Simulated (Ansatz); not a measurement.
## Fields on a plane of YOF (space group R-3m)

```yaml
crystal:
  lattice:
    - [1.86884, 1.07897, 6.19115]
    - [-1.86884, 1.07897, 6.19115]
    - [0.00000, -2.15794, 6.19115]
  atoms:
    - { symbol: Y, position: [0.74180, 0.74180, 0.74180] }
    - { symbol: Y, position: [0.25820, 0.25820, 0.25820] }
    - { symbol: O, position: [0.62120, 0.62120, 0.62120] }
    - { symbol: O, position: [0.37880, 0.37880, 0.37880] }
    - { symbol: F, position: [0.13042, 0.13042, 0.13042] }
    - { symbol: F, position: [0.86958, 0.86958, 0.86958] }
```

The slice is a (0001) plane (indices of the conventional cell) through the point (0.870, 0.870, 0.870) (fractional), spanned by u = [1 0 -1] and v = [-1 2 -1] in vectors of this cell: u (3.74 Å) and v (6.47 Å, at 90° to u). It covers one period; positions are fractions (u, v).

Atoms on it: F at (0.00, 0.00); F at (0.50, 0.50).

All values below come from LDA (plane waves to 420 eV, PAW, scalar-relativistic; Ansatz, an electronic-structure program). k mesh 10×10×10. Inside the PAW spheres the values are not all-electron values, and peaks at nuclei hang on which shells count as valence. YOF is run without spin polarisation. YOF was relaxed with its symmetry unable to fall.

```tsv
v \ u	0.00	0.17	0.33	0.50	0.67	0.83
0.90	x	x	9.7	9.6	9.7	x
0.80	3.9	5.9	8.8	10.0	8.8	5.9
0.70	<2.0	<2.0	7.5	9.5	7.5	<2.0
0.60	<2.0	2.6	x	x	x	2.6
0.50	5.9	7.4	x	x	x	7.4
0.40	9.6	9.7	x	x	x	9.7
0.30	10.0	8.8	5.9	3.9	5.9	8.8
0.20	9.5	7.5	<2.0	<2.0	<2.0	7.5
0.10	x	x	2.6	<2.0	2.6	x
0.00	x	x	7.4	5.9	7.4	x
```

Values: electrostatic potential energy of an electron, from the cell's mean, in eV. Points within 0.9 Å of a nucleus are blanked (x), as the pseudised field means little there. Values under 2 eV are set to 2. The zero, the cell's mean, hangs on the PAW cores.

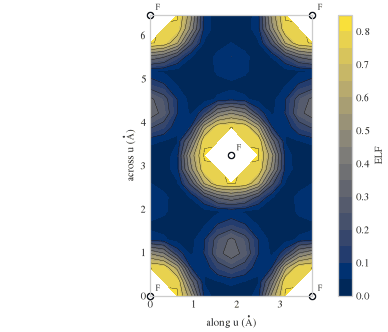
Electron localisation function (ELF), one period of the plane, atoms marked. Points within 0.4 Å of a nucleus are left white, as the pseudised field means little there.
